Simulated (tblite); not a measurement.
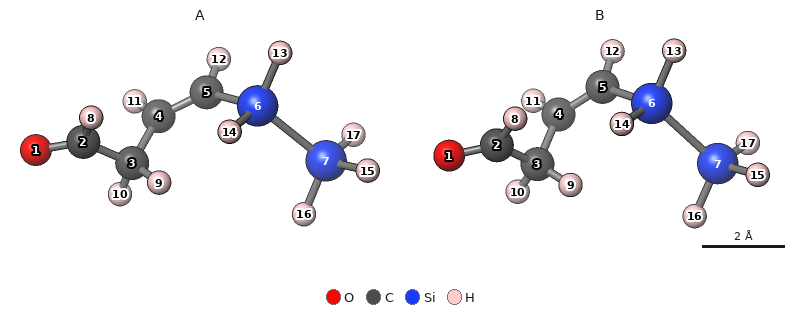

Two geometries of C$_{4}$H$_{10}$OSi$_{2}$, drawn at one scale. One is the start of a relaxation, the other its converged end. Style: ball-and-stick. Shown at a tilt.

These are results of tblite 0.8.0, GFN2-xTB geometry optimisation, gas phase, not measurements. 

Question: Which of the two is the end point?

Answer: Structure B is the relaxed one. Over 106 geometry steps the energy falls by 5.04 kcal/mol. The largest moves after the best rigid fit, 0.59 Å, are those of O1 and H8. Largest moves by element: O 0.59 Å, H 0.59 Å, C 0.35 Å, Si 0.24 Å. Among the contacts that change: O1–C2 1.245 → 1.197 Å, C5–Si6 1.847 → 1.886 Å, Si7–H15 1.486 → 1.465 Å, C2–H8 1.092 → 1.107 Å. Among the angles between lasting bonds that change: C3–C4–C5 129.6° → 124.8°, C3–C2–H8 116.9° → 112.7°, C5–C4–H11 117.0° → 120.8°. The run took 1.3 s on 1 thread of Arm Neoverse N1, on a shared host.
